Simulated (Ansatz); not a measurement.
# C6H15FSi: what the fields show

```xyz
23

C     1.0239   -1.1184   -2.5018
C     0.1102   -0.0409   -1.9222
Si   -0.4880   -0.3848   -0.1857
F    -1.3671   -1.7403   -0.2376
C    -1.6073    0.9829    0.4209
C    -2.1579    0.7721    1.8295
C     0.9260   -0.7102    0.9923
C     1.8720    0.4774    1.1589
H     0.5309   -2.0935   -2.5113
H     1.9410   -1.2236   -1.9161
H     1.3188   -0.8887   -3.5288
H    -0.7737    0.0891   -2.5575
H     0.6181    0.9312   -1.9225
H    -2.4299    1.0813   -0.2972
H    -1.0534    1.9280    0.3648
H    -2.8324    1.5798    2.1249
H    -2.7153   -0.1650    1.9014
H    -1.3558    0.7309    2.5713
H     0.5052   -1.0013    1.9611
H     1.4753   -1.5878    0.6339
H     1.3501    1.3571    1.5457
H     2.6853    0.2526    1.8533
H     2.3287    0.7652    0.2078
```

Geometry: PBE0-D4/def2-TZVP.

Method: RKS PBE0-D4/def2-TZVPP in Ansatz.

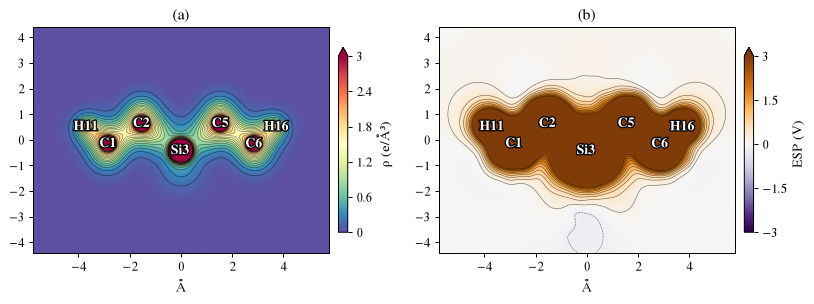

Figure 1. (a) total electron density; (b) electrostatic potential on the plane of atoms C2, C1 and H11.

Question: What do the fields say about this system?

Answer:
- The plane passes through C, Si and H nuclei.
- C–C (1.53 Å): the density is about 1.6 e/Å³ at the midpoint.
- C–Si (1.87 Å): ρ is about 1 e/Å³ halfway.
- C–H (1.09 Å): ρ at the midpoint is about 2 e/Å³.
- The potential has no marked negative region in this plane.

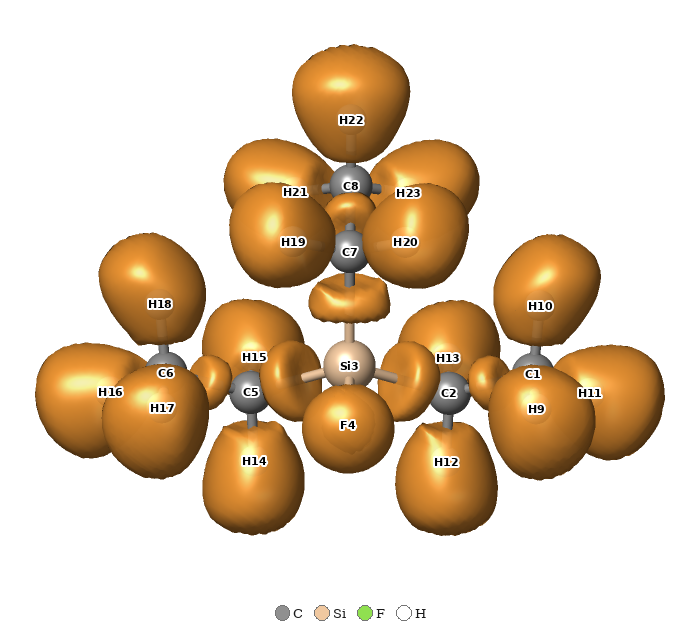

Figure 2. Isosurface of the ELF at 0.8 (orange), seen at a tilt. Core shells and regions of very low density are left out.

Question: Where are the electrons localised?

Answer: The ELF exceeds this value in three regions between bonded C–C atoms (shared pairs), three regions between bonded C–Si atoms (shared pairs), 15 regions around hydrogen nuclei and one region wrapped around F (its lone pairs, merged into a ring or cap). Profiles from the grid: C–C (1.53 Å): the ELF peaks at about 0.95 between the atoms, as expected for a covalent bond. Si–F (1.62 Å): the ELF peaks at about 0.85 in the valence shell of F, 0.6 Å from its nucleus, and is about 0.50 at the midpoint.

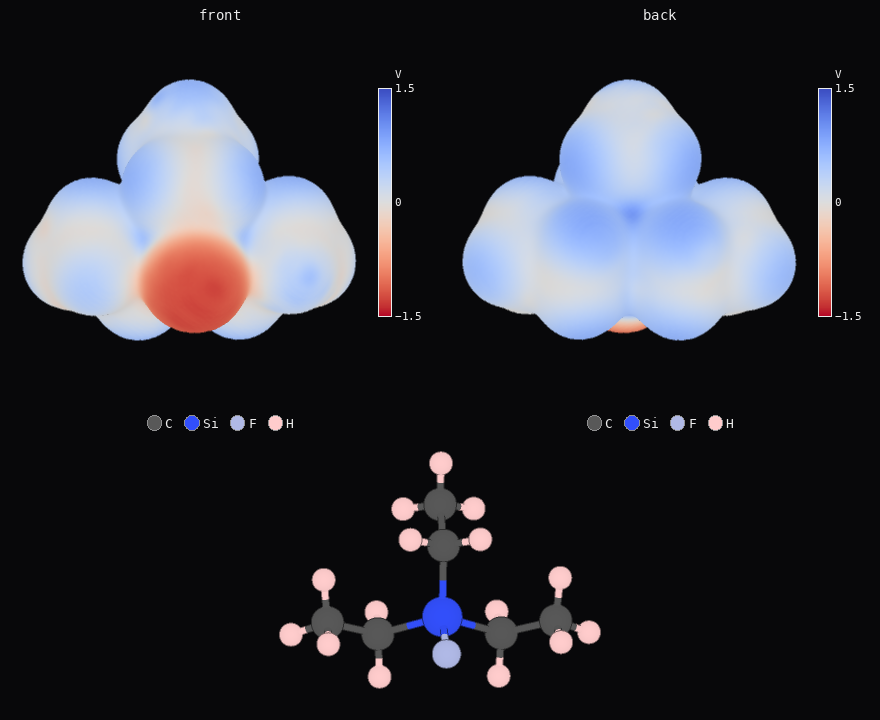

Figure 3. The electrostatic potential painted on the density surface at 0.002 e/bohr³, seen from the front and from behind; red is negative and blue positive. The bare structure is drawn below in the same view.

Question: Where is the surface potential most negative and most positive?

Answer: The most negative region (about −1.3 V) lies over F4, the most positive (about +0.8 V) over the C, H and Si atoms.
